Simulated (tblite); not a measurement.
## Run report: C4H8OSi2, geometry relaxation (part 4 of 4)

C4H8OSi2; GFN2-xTB geometry optimisation, gas phase (tblite 0.8.0). 

Geometry of the input (Å):
```
O  -2.4781  1.1991  -0.5052
Si -1.2010  1.0017  0.5075
C  -0.9967  -0.8108  0.9434
C  0.0207  -1.6014  0.5889
Si 1.5292  -1.1186  -0.3680
C  1.3989  0.7140  -0.6858
C  0.3760  1.5175  -0.3431
H  -2.4228  0.7135  -1.3326
H  -1.3913  1.7900  1.7467
H  -1.8395  -1.1981  1.5248
H  0.0229  -2.6522  0.8989
H  2.7515  -1.4207  0.4029
H  1.5417  -1.8381  -1.6587
H  2.2781  1.1274  -1.1845
H  0.4061  2.5847  -0.5571
```

### Trajectory as extended XYZ, continued
```
15
Properties=species:S:1:pos:R:3:forces:R:3 step=71 energy=-547.68161
O    -2.5120    1.4844   -0.0304    0.0450  -0.0700  -0.0690
Si   -1.0750    0.9476    0.5499   -0.1380  -0.0010   0.0010
C    -1.0633   -0.9308    0.7200   -0.0080   0.0420   0.0390
C    -0.0117   -1.7057    0.4618   -0.0160   0.0620  -0.0330
Si    1.6501   -1.0610   -0.1436    0.0310  -0.0240  -0.0160
C     1.3986    0.6662   -0.8506    0.0650   0.0240   0.0180
C     0.3467    1.4373   -0.5825    0.0140   0.0140  -0.0420
H    -2.8490    1.2040   -0.8810    0.0680   0.0460   0.1490
H    -1.0311    1.6346    1.8438   -0.0080  -0.0280  -0.0610
H    -1.9855   -1.3906    1.0695    0.0260  -0.0040  -0.0350
H    -0.1090   -2.7782    0.5909    0.0270  -0.0560   0.0200
H     2.6085   -1.0152    0.9789   -0.0480  -0.0020  -0.0680
H     2.1694   -1.9531   -1.2024   -0.0330   0.0590   0.0740
H     2.1778    1.0442   -1.5103   -0.0610  -0.0280   0.0240
H     0.2812    2.4244   -1.0360    0.0370  -0.0320  -0.0020
15
Properties=species:S:1:pos:R:3:forces:R:3 step=73 energy=-547.68329
O    -2.5086    1.4797   -0.0330   -0.0140  -0.0020  -0.0060
Si   -1.0770    0.9459    0.5516    0.0080   0.0150  -0.0470
C    -1.0620   -0.9294    0.7247   -0.0190  -0.0020   0.0110
C    -0.0132   -1.7051    0.4600    0.0040  -0.0150   0.0020
Si    1.6482   -1.0602   -0.1441   -0.0060   0.0090  -0.0070
C     1.4023    0.6689   -0.8452    0.0090  -0.0020  -0.0020
C     0.3492    1.4382   -0.5778   -0.0180   0.0000  -0.0220
H    -2.8430    1.2003   -0.8820    0.0200   0.0120   0.0380
H    -1.0365    1.6361    1.8390   -0.0070   0.0040   0.0140
H    -1.9845   -1.3890    1.0712    0.0040  -0.0170  -0.0120
H    -0.1081   -2.7800    0.5915    0.0210   0.0200   0.0020
H     2.6068   -1.0166    0.9720   -0.0010  -0.0050  -0.0020
H     2.1623   -1.9485   -1.2011   -0.0010   0.0040   0.0060
H     2.1732    1.0453   -1.5130   -0.0090  -0.0170   0.0210
H     0.2863    2.4226   -1.0357    0.0110  -0.0040   0.0040
15
Properties=species:S:1:pos:R:3:forces:R:3 step=75 energy=-547.68396
O    -2.5111    1.4922   -0.0120    0.0130  -0.0190  -0.0120
Si   -1.0737    0.9426    0.5464   -0.0380   0.0310  -0.0100
C    -1.0667   -0.9341    0.7117    0.0100   0.0010  -0.0150
C    -0.0142   -1.7076    0.4537    0.0060   0.0160   0.0060
Si    1.6518   -1.0562   -0.1323   -0.0060   0.0090  -0.0050
C     1.4023    0.6660   -0.8500   -0.0360  -0.0110   0.0130
C     0.3447    1.4331   -0.5929   -0.0100  -0.0170  -0.0080
H    -2.8649    1.2260   -0.8582    0.0460   0.0130   0.0680
H    -1.0057    1.6196    1.8424   -0.0180  -0.0070  -0.0250
H    -1.9921   -1.3957    1.0464   -0.0030  -0.0170  -0.0060
H    -0.1067   -2.7826    0.5809    0.0120   0.0040   0.0020
H     2.5966   -0.9974    0.9955   -0.0090  -0.0040  -0.0070
H     2.1877   -1.9491   -1.1749   -0.0060   0.0090   0.0080
H     2.1705    1.0378   -1.5209    0.0270  -0.0020  -0.0030
H     0.2773    2.4136   -1.0578    0.0140  -0.0040  -0.0060
15
Properties=species:S:1:pos:R:3:forces:R:3 step=76 energy=-547.68429
O    -2.5119    1.4969   -0.0031    0.0110   0.0020   0.0180
Si   -1.0730    0.9414    0.5428   -0.0310   0.0080   0.0140
C    -1.0691   -0.9361    0.7061    0.0160   0.0010  -0.0260
C    -0.0140   -1.7080    0.4530    0.0030   0.0200   0.0050
Si    1.6530   -1.0538   -0.1265   -0.0070   0.0060   0.0030
C     1.4025    0.6652   -0.8501   -0.0350  -0.0030  -0.0040
C     0.3423    1.4308   -0.6000   -0.0040  -0.0120  -0.0060
H    -2.8741    1.2376   -0.8467    0.0340  -0.0020   0.0290
H    -0.9935    1.6118    1.8417   -0.0210  -0.0020  -0.0250
H    -1.9959   -1.3998    1.0344    0.0000  -0.0090  -0.0040
H    -0.1046   -2.7833    0.5782    0.0060   0.0030   0.0040
H     2.5945   -0.9918    1.0036   -0.0090  -0.0010  -0.0020
H     2.1947   -1.9474   -1.1644   -0.0020   0.0000  -0.0020
H     2.1708    1.0347   -1.5225    0.0260   0.0000   0.0020
H     0.2739    2.4097   -1.0686    0.0120  -0.0110  -0.0070
15
Properties=species:S:1:pos:R:3:forces:R:3 step=78 energy=-547.68479
O    -2.5121    1.5064    0.0159   -0.0190   0.0300   0.0320
Si   -1.0720    0.9394    0.5406    0.0040  -0.0220   0.0040
C    -1.0723   -0.9392    0.6935   -0.0060   0.0040  -0.0110
C    -0.0133   -1.7081    0.4494    0.0110  -0.0010   0.0030
Si    1.6560   -1.0497   -0.1159    0.0180  -0.0050   0.0040
C     1.4009    0.6623   -0.8527    0.0120  -0.0110  -0.0270
C     0.3374    1.4253   -0.6111   -0.0060   0.0140  -0.0060
H    -2.8885    1.2586   -0.8240    0.0230  -0.0150  -0.0060
H    -0.9769    1.6015    1.8410   -0.0160   0.0090   0.0010
H    -2.0015   -1.4061    1.0119    0.0120   0.0030  -0.0090
H    -0.1013   -2.7843    0.5702   -0.0020   0.0050   0.0050
H     2.5898   -0.9796    1.0211   -0.0220   0.0020  -0.0120
H     2.2106   -1.9460   -1.1453   -0.0040   0.0030   0.0020
H     2.1703    1.0279   -1.5277   -0.0010  -0.0040   0.0190
H     0.2685    2.3997   -1.0890   -0.0040  -0.0120   0.0000
15
Properties=species:S:1:pos:R:3:forces:R:3 step=80 energy=-547.68520
O    -2.5113    1.5170    0.0382   -0.0130   0.0270   0.0330
Si   -1.0693    0.9374    0.5421    0.0160  -0.0070  -0.0100
C    -1.0754   -0.9424    0.6787   -0.0090   0.0050   0.0170
C    -0.0129   -1.7089    0.4430    0.0060  -0.0150   0.0020
Si    1.6598   -1.0457   -0.1054    0.0220  -0.0110   0.0000
C     1.3980    0.6576   -0.8592    0.0310  -0.0090  -0.0070
C     0.3328    1.4194   -0.6213   -0.0070   0.0100  -0.0090
H    -2.8953    1.2760   -0.7999    0.0060  -0.0150  -0.0230
H    -0.9606    1.5938    1.8443   -0.0070   0.0010   0.0020
H    -2.0075   -1.4103    0.9878    0.0170   0.0010  -0.0170
H    -0.1000   -2.7859    0.5576   -0.0090   0.0090   0.0050
H     2.5796   -0.9622    1.0423   -0.0250   0.0030  -0.0180
H     2.2300   -1.9455   -1.1234   -0.0020   0.0040   0.0070
H     2.1671    1.0199   -1.5362   -0.0130  -0.0040   0.0100
H     0.2607    2.3877   -1.1105   -0.0150   0.0010   0.0080
15
Properties=species:S:1:pos:R:3:forces:R:3 step=81 energy=-547.68536
O    -2.5104    1.5223    0.0496   -0.0010   0.0100   0.0140
Si   -1.0667    0.9365    0.5438    0.0070   0.0090  -0.0080
C    -1.0768   -0.9437    0.6727    0.0000   0.0050   0.0210
C    -0.0135   -1.7100    0.4389    0.0040  -0.0150   0.0000
Si    1.6614   -1.0438   -0.1005    0.0080  -0.0150  -0.0180
C     1.3965    0.6551   -0.8636    0.0230  -0.0030   0.0060
C     0.3313    1.4173   -0.6257   -0.0070  -0.0020  -0.0110
H    -2.8957    1.2826   -0.7886    0.0040  -0.0070  -0.0100
H    -0.9521    1.5903    1.8472   -0.0020  -0.0050  -0.0020
H    -2.0105   -1.4116    0.9768    0.0170  -0.0010  -0.0180
H    -0.1016   -2.7875    0.5485   -0.0080   0.0150   0.0050
H     2.5718   -0.9519    1.0529   -0.0150   0.0050  -0.0060
H     2.2426   -1.9461   -1.1106   -0.0060   0.0090   0.0120
H     2.1636    1.0156   -1.5435   -0.0100  -0.0050   0.0040
H     0.2558    2.3827   -1.1199   -0.0130   0.0010   0.0110
15
Properties=species:S:1:pos:R:3:forces:R:3 step=83 energy=-547.68549
O    -2.5083    1.5266    0.0600    0.0090  -0.0130  -0.0190
Si   -1.0629    0.9359    0.5456   -0.0060   0.0180   0.0100
C    -1.0771   -0.9447    0.6695    0.0090   0.0040   0.0080
C    -0.0151   -1.7120    0.4329    0.0110   0.0030   0.0000
Si    1.6621   -1.0427   -0.0973   -0.0110   0.0050   0.0050
C     1.3951    0.6524   -0.8690   -0.0030   0.0060   0.0110
C     0.3305    1.4154   -0.6297   -0.0050  -0.0130  -0.0040
H    -2.8925    1.2861   -0.7793    0.0040   0.0080   0.0160
H    -0.9423    1.5861    1.8507    0.0000  -0.0090  -0.0090
H    -2.0121   -1.4123    0.9685    0.0060  -0.0040  -0.0120
H    -0.1053   -2.7896    0.5369   -0.0070   0.0050   0.0060
H     2.5589   -0.9371    1.0658   -0.0130  -0.0010  -0.0130
H     2.2552   -1.9462   -1.0970    0.0050  -0.0050  -0.0020
H     2.1582    1.0105   -1.5539    0.0040  -0.0030  -0.0010
H     0.2511    2.3796   -1.1256   -0.0050  -0.0020   0.0050
15
Properties=species:S:1:pos:R:3:forces:R:3 step=84 energy=-547.68554
O    -2.5087    1.5253    0.0570    0.0060  -0.0060  -0.0090
Si   -1.0637    0.9363    0.5451   -0.0020   0.0080   0.0090
C    -1.0767   -0.9441    0.6713    0.0100   0.0030   0.0040
C    -0.0149   -1.7115    0.4342    0.0030   0.0040   0.0010
Si    1.6614   -1.0430   -0.0987   -0.0090  -0.0020  -0.0110
C     1.3955    0.6533   -0.8677   -0.0040   0.0040   0.0060
C     0.3306    1.4159   -0.6288   -0.0030  -0.0080  -0.0030
H    -2.8920    1.2842   -0.7822    0.0000   0.0040   0.0060
H    -0.9446    1.5868    1.8498    0.0000  -0.0040  -0.0030
H    -2.0112   -1.4120    0.9712    0.0050  -0.0030  -0.0100
H    -0.1052   -2.7889    0.5396   -0.0050   0.0030   0.0050
H     2.5607   -0.9407    1.0614   -0.0020   0.0030   0.0040
H     2.2531   -1.9465   -1.0997    0.0000  -0.0020  -0.0020
H     2.1592    1.0117   -1.5517    0.0050  -0.0020  -0.0010
H     0.2521    2.3812   -1.1228   -0.0050  -0.0030   0.0030
15
Properties=species:S:1:pos:R:3:forces:R:3 step=86 energy=-547.68558
O    -2.5082    1.5270    0.0605    0.0030   0.0000  -0.0020
Si   -1.0632    0.9363    0.5453    0.0020  -0.0050   0.0010
C    -1.0767   -0.9443    0.6694    0.0000   0.0030   0.0020
C    -0.0148   -1.7116    0.4328    0.0000   0.0010   0.0040
Si    1.6614   -1.0424   -0.0975    0.0020   0.0000  -0.0010
C     1.3949    0.6527   -0.8686    0.0010  -0.0020  -0.0020
C     0.3291    1.4143   -0.6315    0.0010   0.0060   0.0030
H    -2.8935    1.2875   -0.7780   -0.0030   0.0020  -0.0020
H    -0.9399    1.5840    1.8503   -0.0010   0.0020   0.0040
H    -2.0116   -1.4132    0.9665    0.0040   0.0010  -0.0060
H    -0.1056   -2.7888    0.5379   -0.0040  -0.0020   0.0020
H     2.5572   -0.9367    1.0651   -0.0020   0.0020   0.0010
H     2.2572   -1.9465   -1.0951    0.0010  -0.0040  -0.0050
H     2.1587    1.0101   -1.5533    0.0020   0.0010   0.0010
H     0.2505    2.3795   -1.1257   -0.0070  -0.0050  -0.0010
```

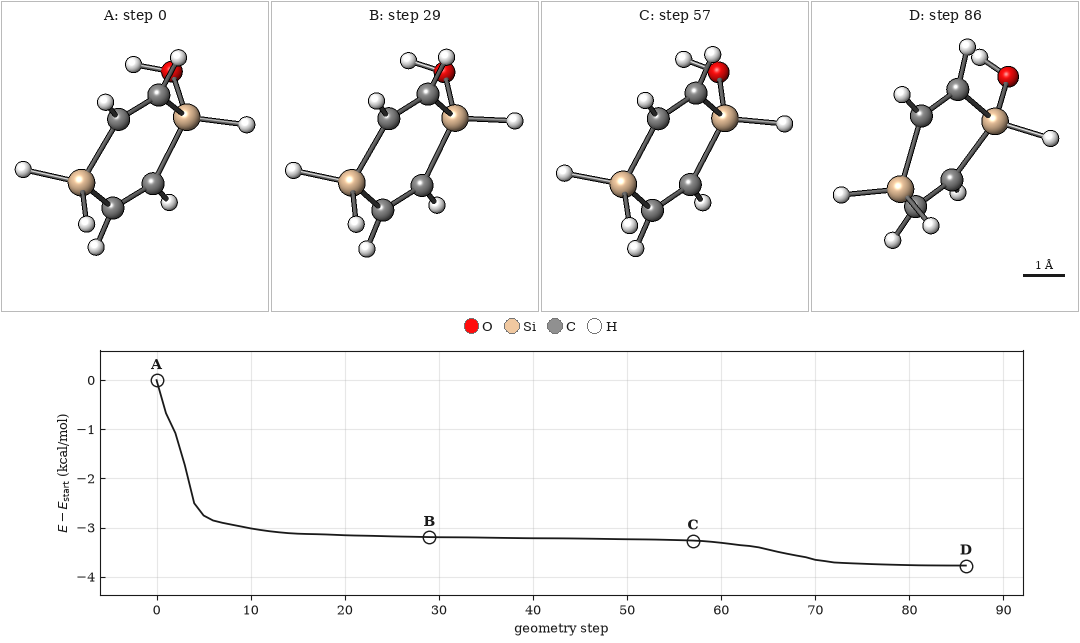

Figure 1. Frames of the relaxation (ball-and-stick view, seen at a tilt) above the curves, on which the letters mark them (steps are counted from 0).

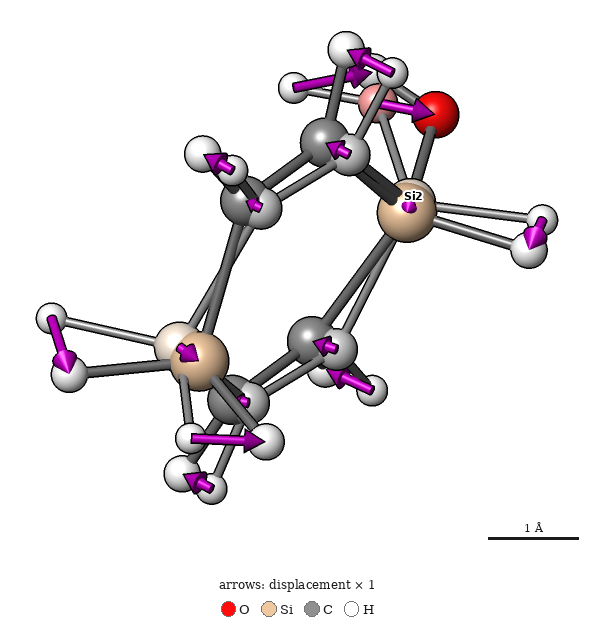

Figure 2. Start (faint) and end (solid) with the displacements as pink arrows, at true length (ball-and-stick view, seen at a tilt). The two geometries are laid on each other by the best rigid fit. The atom that moves furthest after the best rigid fit is H8 (0.93 Å). By element the largest moves are H 0.93 Å, O 0.66 Å, C 0.31 Å, Si 0.31 Å. Among the contacts that change: C4–Si5 1.850 → 1.881 Å, Si2–C7 1.865 → 1.885 Å, Si2–H9 1.481 → 1.462 Å, C6–C7 1.345 → 1.331 Å. Among the angles that change: O1–Si2–H9 110.6° → 100.3°, Si2–O1–H8 115.2° → 121.8°, Si2–C3–H10 112.4° → 117.0°. Over 86 geometry steps the energy falls by 3.77 kcal/mol. The largest force component goes from 0.88 to 0.007 eV/Å. (Atoms are counted from 1 in the order of the input.)

### Summary

- outcome: converged
- total energy: −547.6856 eV
- hardware: 1 CPU thread, shared host
- wall time: 0.66 s
- peak memory: 0.18 GiB
